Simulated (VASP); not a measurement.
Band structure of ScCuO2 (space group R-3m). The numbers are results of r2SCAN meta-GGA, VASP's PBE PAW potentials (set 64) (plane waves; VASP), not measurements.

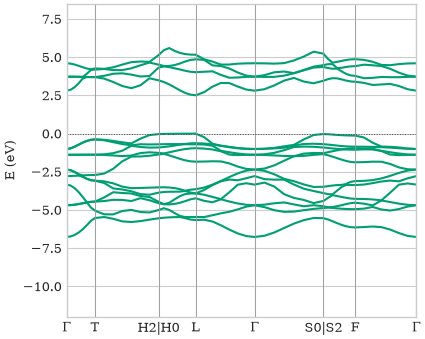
Fig. 1. Bands along high-symmetry lines, zero at the valence-band maximum or, without a gap, the Fermi level

Q: Read the plot: is there a gap, and where are the band edges?

A: The gap is direct, 2.51 eV, from the valence maximum at L to the conduction minimum at L.

The structure comes from a computed database's ScCuO2 entry (R-3m); how it stands against other phases isn't given here. It was relaxed first.
